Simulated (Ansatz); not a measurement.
# TiC (model cell, started as CsCl type): following an unstable mode, part 3 of 3

Which phase does TiC (model cell, started as CsCl type) fall into along its unstable mode, and how much energy does it gain?

Ansatz 0.2.0; DFT PBEsol, scalar-relativistic, plane waves, PAW.

So far. Step 5 (Energy along the mode, all amplitudes (two of the runs …): The lowest of the steps tried is at 0.45 Å, 243 meV/atom below the parent; the bottom of the well need not coincide with a step. Step 7 (The new phase in its own primitive cell): The forces vanish by symmetry and the pressure is 0.000 GPa, within the tolerances set. The cell now holds 9.88 Å³/atom. The relaxed cell has a = 3.128, c = 4.665 Å (conventional setting).

The structure was built from a prototype and need not be the compound's stable phase.

### Step 8. Modes of the new phase, k-mesh 15×15×8

A relaxed structure may still be a saddle point, so its zone-centre modes are computed. No field response is asked, since the mesh shows no gap.

File input.yaml:

```yaml
crystal:
  lattice:
    - [3.1280484104, 0.0, 0.0]
    - [-1.5640242052, 2.7089693877, 0.0]
    - [0.0, 0.0, 4.6652771773]
  atoms:
    - { symbol: Ti, position: [0.3333333333, 0.6666666667, 0.25] }
    - { symbol: Ti, position: [0.6666666667, 0.3333333333, 0.75] }
    - { symbol: C, position: [0.0, 0.0, 0.5] }
    - { symbol: C, position: [0.0, 0.0, 0.0] }
kpoints:
  mp_grid: { grid: [15, 15, 8] }
hamiltonian:
  xc: pbesol
scf:
  occupations: { method: methfessel_paxton, width: 0.15 }
output:
  eigenvalues: true
phonons:
  method: dfpt
```

Started as:

```bash
ansatz run input.yaml --threads 4 --pin off --max-ram 7168MiB --backend cpu --events-out ev --progress --plain --runs-dir out
```

Numbers of over 12 decimals in the logs are rounded to 6 here.

The log of the run:

```text
[...]
Crystal: 4 atoms, lattice volume = 39.533 Å³
Basis set: ecut = 420 eV, 771 PW (Γ), exchange–correlation on 48×48×64 points (8 copies of the dense FFT grid, shifted against one another)
Bands: 20, of which v1, the nominal top of the filled ones, is band 16 counted from 1 (15 counted from 0)
Symmetry: 24 space group operations
k-points: 488 of 1800 (irreducible under 2 space group operations, time reversal used)
[...]
SCF iter   1: F=—  HF=-5444.345832 eV  |F-HF|=—  |Δ(HF+E_count)|=         —  Δρ=1.57e-2  dr2=1.28e-1  ethr=1.77e-3  ⟨swp⟩=4.8  Hψ=85306  notcnv=0
automatic band count: the SCF goes on with 24 bands, as 20 were too few: they end inside the smearing window of the response
[...]
SCF iter   2: F=—  HF=-5444.328776 eV  |F-HF|=—  |Δ(HF+E_count)|=   1.71e-2  S|Δr|=    0.00e0  Δρ=1.02e-2  dr2=5.76e-2  ethr=4.00e-4  ⟨swp⟩=1.0  Hψ=15616  notcnv=0
[...]
SCF iter   8: F=-5444.316403 eV  HF=-5444.316403 eV  |F-HF|=9.09e-13  |Δ(HF+E_count)|=  9.09e-13  S|Δr|=    0.00e0  Δρ=2.15e-8  dr2=5.17e-14  ethr=1.00e-12  ⟨swp⟩=8.6  Hψ=48117  notcnv=0
SCF 1 converged in 8 iterations: F = -5444.316403 eV  dr2 = 5.17e-14
[...]
DFPT response loops at Γ: preconditioner auto → Kerker (q_TF=auto, 2.634 Å⁻¹) (partly filled bands, converged f_vac=0.000); β = 1.00, the filter's whole step (`scf.mixing.beta` (0.50) is not read by the response loops under this deck's `scf.mixing.preconditioner`; to damp them name `kerker` or `kerker_dos`, under which they read `scf.mixing.beta`, and type it under 1.00, their step now; both keys bind the ground state too); Broyden in place of MSR1
SCF converged after 8 iterations
[...]
Free energy (F): -5444.316403 eV
[...]
Internal energy: -5444.315969 eV  (E = F + TS)
E sigma→0 (E₀):  -5444.316295 eV
Entropy (-TS):   -0.000434 eV (-0.109 meV/atom)
Fermi energy:    15.546735 eV
[...]
--- Band table (eV; the first three rows and the last of 488) ---
  k-point 0: bands = [... 12 lower, 12.1688, 14.4537, 14.4537, 16.1494, 16.1494, 16.2210, 16.2847, 16.2847, ... 4 higher]
  k-point 1: bands = [... 12 lower, 12.1916, 14.1507, 14.1507, 15.9678, 16.4147, 16.4147, 16.5111, 16.5111, ... 4 higher]
  k-point 2: bands = [... 12 lower, 12.2717, 13.6096, 13.6096, 15.2371, 16.7758, 16.7758, 17.1832, 17.1832, ... 4 higher]
  k-point 487: bands = [... 12 lower, 12.0757, 12.1409, 12.7537, 14.7365, 16.4041, 17.7055, 17.9186, 18.9286, ... 4 higher]
--- Phonons (Γ-DFPT): 4 representative perturbations + reference, on 488 of 1800 k-points (Σ response iterations 12) ---
  k mesh reduced under 2 symmetry operations, with k and −k counted as one. Each operation leaves every solved perturbation unchanged. A smaller set is not used because it would not reduce the number of displacements times k-points to solve
  ASR residual: 6.966e-6 → 0.000e0 eV/Å²; symmetrization residual: 1.299e-6 eV/Å²
  ASR residual per site (eV/Å²): 6.97e-6 6.97e-6 2.02e-6 2.02e-6
  Γ frequencies (cm⁻¹): 0.00 0.00 0.00 314.84 314.84 439.77 473.14 514.05 571.46 571.46 736.81 736.81
  non-analytic LO–TO correction: not included (Born effective charges unavailable; polar crystals: no LO–TO splitting at Γ)
```

Run time: 49 s. Hardware: 4 threads of Arm Neoverse V1, shared host; peak memory 1.6 GiB.

Numbers from this step:

* sum-rule residual before enforcement: 6.97e-6 eV/Å²
* point group: 6/mmm
* highest optical mode at the zone centre (no LO-TO term): 736.8 cm⁻¹
* lowest optical zone-centre mode: 314.8 cm⁻¹

Patterns of degenerate modes are one choice out of their space. The modes at Γ (shares of kinetic energy by element, %):

| mode | frequency (cm⁻¹) | symmetry | Ti % | C % |
| --- | --- | --- | --- | --- |
| 1 | 0.0 | acoustic | 80 | 20 |
| 2 | 0.0 | acoustic | 80 | 20 |
| 3 | 0.0 | acoustic | 80 | 20 |
| 4 | 314.8 | E2g | 100 | 0 |
| 5 | 314.8 | E2g | 100 | 0 |
| 6 | 439.8 | B1g | 100 | 0 |
| 7 | 473.1 | A2u | 20 | 80 |
| 8 | 514.0 | B2u | 0 | 100 |
| 9 | 571.5 | E2u | 0 | 100 |
| 10 | 571.5 | E2u | 0 | 100 |
| 11 | 736.8 | E1u | 20 | 80 |
| 12 | 736.8 | E1u | 20 | 80 |

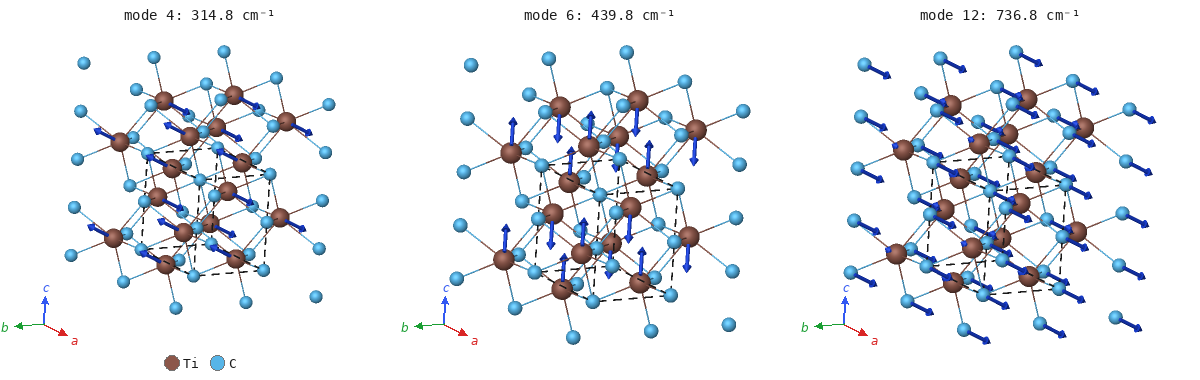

Displacement patterns of modes 4, 6 and 12 at Γ; arrows are exaggerated. Bonds to atoms that aren't drawn are left out. 2×2×2 cells are drawn. Some periodic images of atoms are drawn too.

Before it was imposed, the acoustic sum rule was missed by 7.0e-6 eV/Å². Small misses are needed for a sound result but don't prove that mesh and cutoff are converged. The lowest optical mode is real, 315 cm⁻¹.

### Step 9. The phases reached

The phases reached along the modes that were followed are set side by side.

Energies are those of the first relaxation, on the mesh of the frozen mode; space group, volume and gap are those of the last relaxation. Phases, by row:

| mode frozen in | space group | energy from parent (meV/atom) | volume (Å³/atom) | gap on mesh (eV) | lowest zone-centre optical mode (cm⁻¹) | largest shift (Å) |
| --- | --- | --- | --- | --- | --- | --- |
| parent | Pm-3m | 0 | 9.644 | 0 | – | – |
| q = (0, -0.5, -0.5), 357i cm⁻¹ | P4/nmm | -254.4 | 10.24 | 0 | -61.2 | 0.527 |
| q = (0, 0, -0.5), 334i cm⁻¹ | P6_3/mmc | -1040 | 9.88 | 0 | 314.8 | 0.903 |
| q = (0, 0, -0.5), 334i cm⁻¹ | Pmma | -347.1 | 10.36 | 0 | -98.4 | 0.599 |
| q = (0, 0, -0.5), 334i cm⁻¹ | P6_3/mmc | -1040 | 9.88 | 0 | 314.8 | 0.903 |

### Step 10. Results

```yaml
unstable_mode_of_the_parent: q = (0, 0, -0.5), 334i cm⁻¹
depth_at_the_lowest_point_sampled: 243 meV/atom
largest_atomic_shift_at_that_point: 0.45 Å
space_group_reached_within_0p01_a: P6_3/mmc
energy_gained_over_the_parent_first_relaxation_on_the_mesh_of_the_frozen_mode: 1040 meV/atom
volume_per_atom_phase_reached: 9.88 Å³
lowest_optical_zone_centre_mode_phase_reached: 315 cm⁻¹
highest_optical_mode_at_the_zone_centre_no_lo_to_term_phase_reached: 737 cm⁻¹
```

In words: Along this mode the structure falls into P6_3/mmc, 1040 meV/atom below the parent. At the parent's cell the well is 242.6 meV/atom deep on the steps tried, with its lowest point at a shift of 0.45 Å. Relaxing atoms and cell changes the gain by +797.27 meV/atom against the lowest step (energies at zero smearing). Most of the total comes from this relaxation. The new phase has no imaginary mode at the zone centre of its cell; other wavevectors were not checked. Of the 4 patterns followed to their end from this parent, this one reaches the lowest energy. Each path keeps the symmetry of its pattern, so a lower phase may lie along a pattern not tried. With no gap, or one that is small against the smearing, the frequencies hang on the k mesh and the smearing, most of all near Kohn anomalies. The starting cell was built on a prototype and not taken from a measurement, so the phase need not exist.

[Logs are printed without paths, hosts, clocks, repeated set-up lines and the standing remarks that a program may print on its own settings, such as how far it seeks lower states.]

[Hosts, paths, dates, database ids (printed as entryN), source tags and the programs' standing remarks are cut or masked in the printed files.]
